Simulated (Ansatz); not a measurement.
# One shape, several levels: triplet InH2F

Aim: a comparison of 6 runs (UHF/STO-3G, U-revPBE/STO-3G, UB2PLYP/STO-3G, UBLYP/STO-3G, UPBE0/STO-3G, UBCCD(T)/STO-3G) of triplet InH2F. 

The calculation is run with Ansatz 0.2.0.

57 further runs of the same task are left out: 3 that didn't finish, 54 set aside as unsound or not needed.

### Step 1. The molecule

InH2F: 4 atoms, total charge 0, spin state triplet. SMILES of the parent species: `[F][InH2]`. The shape is that of a PBE0-D4/def2-TZVP optimisation. That shape belongs to the parent species and isn't relaxed for this state.

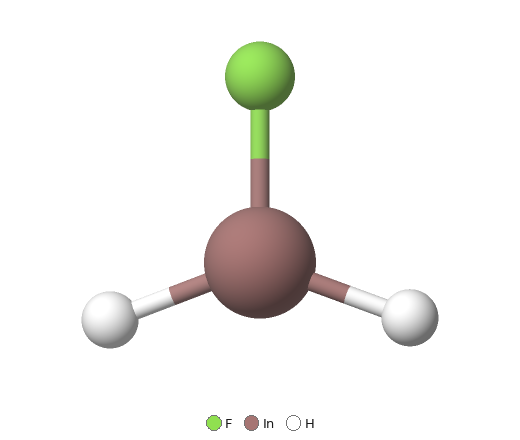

The structure, seen from a chosen angle (fluorine green, indium brown, hydrogen white).

### Step 2. A single-point energy at UHF/STO-3G (run 1)

run.yaml

```yaml
crystal:
  periodic: [false, false, false]
  atoms:
    - {symbol: F, position_ang: [-1.631800, -0.629400, 0.188600]}
    - {symbol: In, position_ang: [0.194400, 0.052300, -0.026300]}
    - {symbol: H, position_ang: [1.304300, -0.965100, 0.767900]}
    - {symbol: H, position_ang: [0.188600, 1.481900, -0.950400]}
basis:
  gaussian: {orbitals: STO-3G}
magnetization: {spin_polarized: true, initial_magnetization: 2}
hamiltonian: {xc: hf}
accuracy: high
```

Run with:

```bash
$ ansatz run run.yaml --threads 1 --pin off --max-ram 2610MiB --events-out events.jsonl --progress --plain --runs-dir runs
```

The program printed:

```text
Warning: RAYON_NUM_THREADS=1 ignored (pool sized by the plan → 1); use --threads N
Functional definition: HF
  name "HF"
  exchange = exact_x
  correlation = 0
622 factors; integrals over basis functions are off by at most 4.0e-9 eV
mean field evaluation 1: about -157329.3797 eV, gradient 1.2e1 eV
mean field evaluation 2: about -157329.4322 eV, gradient 1.1e1 eV
mean field evaluation 4: about -157332.0174 eV, gradient 4.4e0 eV
mean field evaluation 8: about -157333.6162 eV, gradient 1.5e0 eV
mean field evaluation 16: about -157333.6713 eV, gradient 3.8e-7 eV
mean field evaluation 32: about -157333.5314 eV, gradient 1.4e0 eV
mean field evaluation 64: about -157333.6637 eV, gradient 6.3e-1 eV
mean field -157333.67132976 eV, -5781.9057767761 hartree, gradient 6.8e-9 eV, S^2 2.026242; 2 other end points of the search recorded, 0 dependent functions left out
reference -157333.67132976 eV, -5781.9057767761 hartree; 31, 29 occupied and 3, 5 virtual orbitals, 622 factors
Total energy: -157333.67132976 eV, -5781.9057767761 hartree
```

Wall time 1 s (1 thread of Arm Neoverse V2, shared host); peak memory 0.11 GiB.

### Step 3. A single-point energy at U-revPBE/STO-3G (run 2)

job.yaml

```yaml
crystal:
  periodic: [false, false, false]
  atoms:
    - symbol: F
      position_ang: [-1.631800, -0.629400, 0.188600]
    - symbol: In
      position_ang: [0.194400, 0.052300, -0.026300]
    - symbol: H
      position_ang: [1.304300, -0.965100, 0.767900]
    - symbol: H
      position_ang: [0.188600, 1.481900, -0.950400]
basis:
  gaussian:
    orbitals: STO-3G
total_charge: 0
magnetization:
  spin_polarized: true
  initial_magnetization: 2
hamiltonian:
  xc: {name: revPBE}
accuracy: high
```

Run with:

```bash
$ ansatz run job.yaml --threads 1 --pin off --max-ram 2610MiB --events-out events.jsonl --progress --plain --runs-dir runs
```

The program printed:

```text
Warning: RAYON_NUM_THREADS=1 ignored (pool sized by the plan → 1); use --threads N
Functional definition: revPBE
  name "revPBE"
  parameter kappa = 1.245
  parameter beta = 0.06672455060314922
  exchange = pbe_x(kappa = kappa, mu = beta*pi^2/3)
  correlation = pbe_c(beta = beta)
622 factors; integrals over basis functions are off by at most 4.0e-9 eV
mean field evaluation 1: about -157376.6160 eV, gradient 3.6e1 eV
mean field evaluation 2: about -157335.7338 eV, gradient 7.7e1 eV
mean field evaluation 4: about -157382.2967 eV, gradient 2.6e1 eV
mean field evaluation 8: about -157389.0396 eV, gradient 1.5e-1 eV
mean field evaluation 16: about -157388.9843 eV, gradient 9.4e-5 eV
mean field evaluation 32: about -157388.7790 eV, gradient 2.6e0 eV
mean field -157388.98426665 eV, -5783.9384897141 hartree, gradient 7.5e-8 eV, S^2 2.001794; 5 other end points of the search recorded, 0 dependent functions left out
reference -157388.98426882 eV, -5783.9384897941 hartree; 31, 29 occupied and 3, 5 virtual orbitals, 622 factors
Total energy: -157388.98426882 eV, -5783.9384897941 hartree
```

Wall time 4.2 s (1 thread of Arm Neoverse V2, shared host); peak memory 0.13 GiB.

Runs 3 to 5 aren't shown in full; the table further down has their settings and results.

### Step 4. A single-point energy at UBCCD(T)/STO-3G (run 6)

job.yaml

```yaml
basis:
  gaussian:
    orbitals: STO-3G
crystal:
  periodic: [false, false, false]
  atoms:
    - {symbol: F, position_ang: [-1.631800, -0.629400, 0.188600]}
    - {symbol: In, position_ang: [0.194400, 0.052300, -0.026300]}
    - {symbol: H, position_ang: [1.304300, -0.965100, 0.767900]}
    - {symbol: H, position_ang: [0.188600, 1.481900, -0.950400]}
magnetization:
  spin_polarized: true
  initial_magnetization: 2
correlation:
  method: bccd_t
  frozen_orbitals: {F: 1, H: 0, In: 18}
accuracy: high
scf:
  omitted_lower_state_checks: [cluster_reference, increment]
```

Run with:

```bash
$ ansatz run job.yaml --threads 1 --pin off --max-ram 2610MiB --events-out events.jsonl --progress --plain --runs-dir runs
```

The program printed:

```text
Warning: RAYON_NUM_THREADS=1 ignored (pool sized by the plan → 1); use --threads N
[... 13 lines left out ...]
19 core orbitals not correlated: weight in the atoms' cores, before any rotation towards them, 1.000 or more for the frozen orbitals, at most 0.000 for the correlated occupied ones
[... 34 lines left out ...]
Total energy: -157335.03778961 eV, -5781.9559932493 hartree
Checks for a lower state left out: cluster_reference, increment
```

It took 1.3 s on 1 thread of Arm Neoverse V2, shared host; peak memory 0.11 GiB.

### Step 5. Overview of the runs

```csv
run,level,frozen core orbitals,energy (Eh),⟨S²⟩,wall time
1,UHF/STO-3G,–,-5781.905777,2.026,1 s
2,U-revPBE/STO-3G,–,-5783.938490,2.002,4.2 s
3,UB2PLYP/STO-3G,19,-5783.677008,2.004,4.5 s
4,UBLYP/STO-3G,–,-5784.128299,2.001,3.9 s
5,UPBE0/STO-3G,–,-5783.919268,2.002,3.9 s
6,UBCCD(T)/STO-3G,19,-5781.955993,2.026,1.3 s
```

### Step 6. Summary of results

| quantity | value |
| --- | --- |
| run 6: total energy | -5781.95599 Eh |
| run 6: correlation energy (19 core orbitals frozen) | -50.2 mEh |
| run 6: (T) correction | -1.08 mEh |
| run 6: ⟨S²⟩ of the reference determinant | 2.026 |

Totals of different functionals can't be ranked against each other. In runs 1, 2, 3, 4, 5, 6 the basis is minimal, so the values are rough. In runs 1, 2, 3, 4, 5, 6 relativity is left out where basis or elements ask for it. All runs together took 19 s, the longest 4.5 s.
